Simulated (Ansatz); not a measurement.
# C₃H₆F₂: how energies converge with the basis set

How large a basis does C₃H₆F₂ need? Two functionals are run in growing sets.

The runs use Ansatz 0.2.0, Gaussian basis; one geometry, several basis sets.

Plan: PBE0-D4/def2-SVP; ωB97M-V/def2-SVP; PBE0-D4/def2-QZVPP; ωB97M-V/def2-QZVPP; the functionals' def2-TZVPP values are taken from earlier runs.

### Step 1. The relaxed structure

All runs share one geometry, relaxed beforehand with PBE0-D4 in a triple-zeta def2 set.

SMILES `FCCCF`, 11 atoms, charge 0, spin multiplicity 1.

Atoms are counted from 1 here; the program's logs count them from 0.

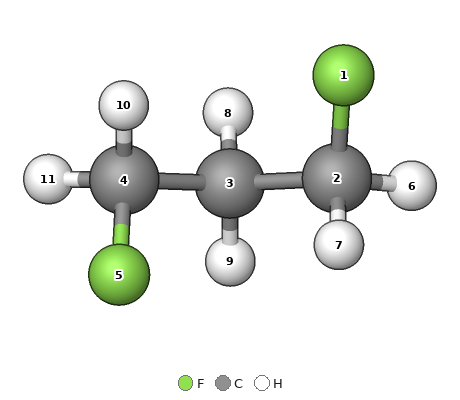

The structure; fluorine green, carbon grey, hydrogen white; atoms are numbered from 1 in the order of the file.

Coordinates:

```xyz
11
charge 0, multiplicity 1
F    -0.6773    0.7608   -1.7244
C     0.2661    0.9998   -0.7368
C     0.5761   -0.2815   -0.0038
C    -0.6099   -0.8377    0.7441
F    -0.9905    0.0432    1.7449
H     1.1593    1.4023   -1.2223
H    -0.1460    1.7530   -0.0601
H     0.9254   -1.0338   -0.7187
H     1.3944   -0.0954    0.6994
H    -1.4673   -0.9755    0.0800
H    -0.3649   -1.7920    1.2182
```

### Step 2. PBE0-D4 in def2-SVP

in.yaml

```yaml
crystal:
  periodic: [false, false, false]
  atoms:
    - {symbol: F, position_ang: [-0.677263, 0.760756, -1.724400]}
    - {symbol: C, position_ang: [0.266101, 0.999773, -0.736842]}
    - {symbol: C, position_ang: [0.576061, -0.281549, -0.003824]}
    - {symbol: C, position_ang: [-0.609880, -0.837700, 0.744118]}
    - {symbol: F, position_ang: [-0.990531, 0.043170, 1.744874]}
    - {symbol: H, position_ang: [1.159308, 1.402349, -1.222291]}
    - {symbol: H, position_ang: [-0.145983, 1.752997, -0.060057]}
    - {symbol: H, position_ang: [0.925354, -1.033764, -0.718653]}
    - {symbol: H, position_ang: [1.394414, -0.095378, 0.699350]}
    - {symbol: H, position_ang: [-1.467288, -0.975521, 0.079998]}
    - {symbol: H, position_ang: [-0.364893, -1.792031, 1.218227]}
basis:
  gaussian: {orbitals: def2-SVP}
hamiltonian: {xc: pbe0, dispersion: d4}
output: {orbitals: {seedname: orbitals}}
```

Launch:

```bash
$ ansatz run in.yaml --threads 4 --pin off --events-out ev --progress --plain --max-ram 10444MiB
```

After this run come: ωB97M-V in def2-SVP; PBE0-D4 in def2-QZVPP; ωB97M-V in def2-QZVPP.

Q: Predict the results of all the runs planned. Wanted: PBE0-D4: double and triple zeta above quadruple; ωB97M-V: double and triple zeta above quadruple.

As calculated:

| quantity | value |
| --- | --- |
| PBE0-D4: double and triple zeta above quadruple | 10.71, 0.47 eV |
| ωB97M-V: double and triple zeta above quadruple | 11.05, 0.45 eV |

In words: PBE0-D4 gains 10.25 eV from double to triple zeta, then 0.47 eV more. Total energies overstate the basis error of differences, where much of it tends to cancel. The LUMO of ωB97M-V is positive and keeps falling with the basis (3.55 to 1.95 eV): an unbound level that the basis holds in place.
